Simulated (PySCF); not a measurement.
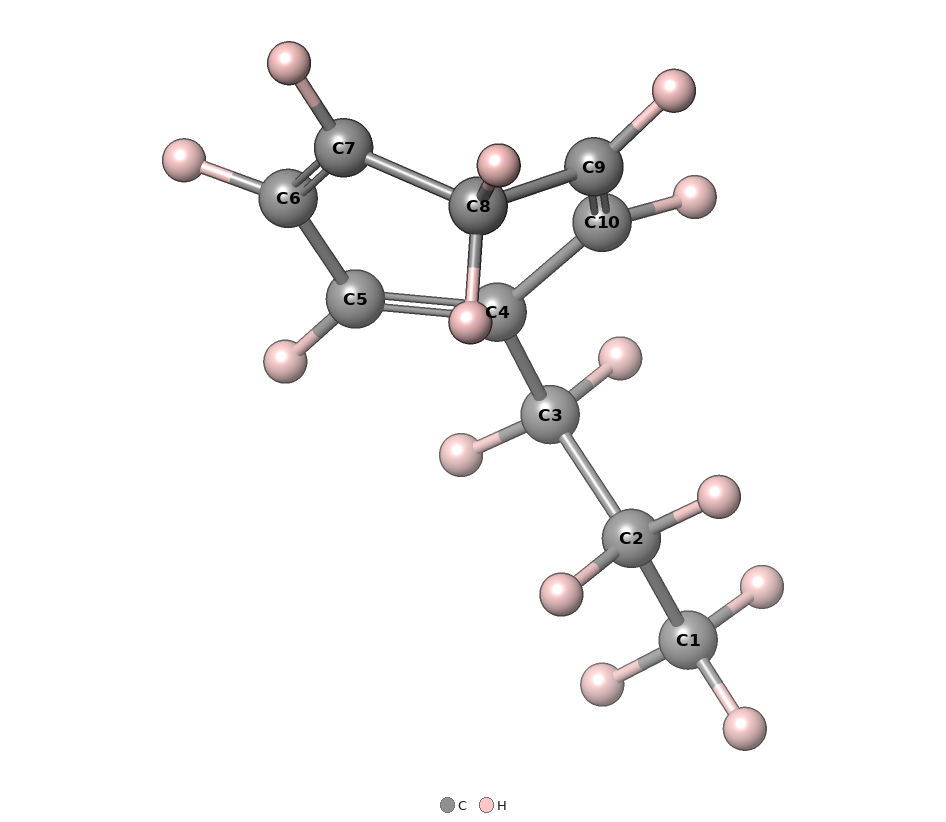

Depth is shown by fading: the farther an atom, the more it takes the colour of the background. The computed structure is the end point of a PBE0-D3(BJ)/def2-SVP optimisation. No frequency run is at hand to confirm it as a minimum.

> What is the conformation of the ring C4–C5–C6–C7–C8–C9–C10?

It is puckered. The Cremer–Pople amplitude Q is 0.78 Å.

> Give the torsion angles round the ring, beginning with the bond from its second to its third atom.

−33°, −7°, 67°, −68°, 7°, 33°, 0°.
